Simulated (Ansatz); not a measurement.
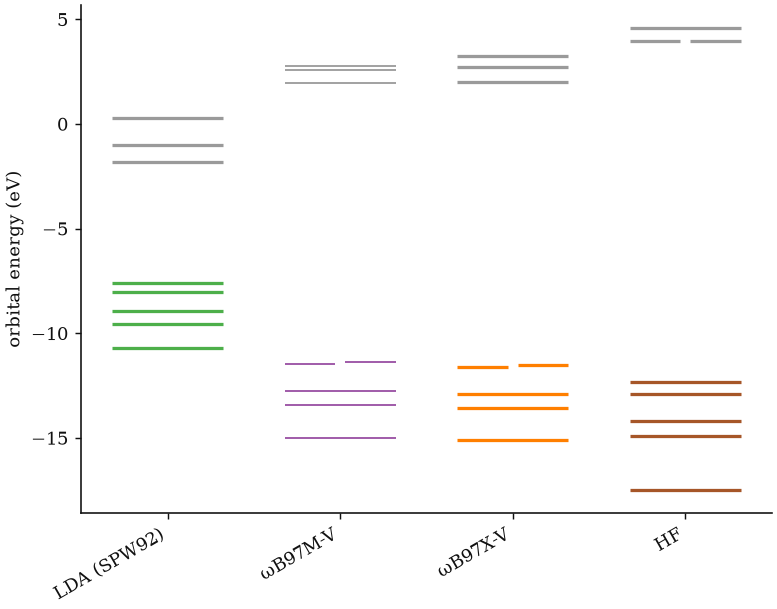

Frontier orbital energies of CHClFN, SMILES N(=C(\F)Cl)/[H] at one geometry, def2-TZVPP, the Ansatz code 0.2.0, at a PBE0-D4/def2-TZVP geometry (a minimum by its frequencies). Empty levels are grey, levels within 0.1 eV stand side by side; all columns show the same few orbitals around the gap.

Q: How do the frontier levels move from column to column?

A: The separation grows from 5.79 eV (LDA (SPW92)) to 16.28 eV (HF).

```tsv
level	HOMO (eV)	LUMO (eV)	separation (eV)
LDA (SPW92)	−7.60	−1.82	5.79
ωB97M-V	−11.38	1.93	13.31
ωB97X-V	−11.51	1.98	13.49
HF	−12.34	3.94	16.28
```

Limits of at least one run: empty levels above zero depend strongly on the basis.
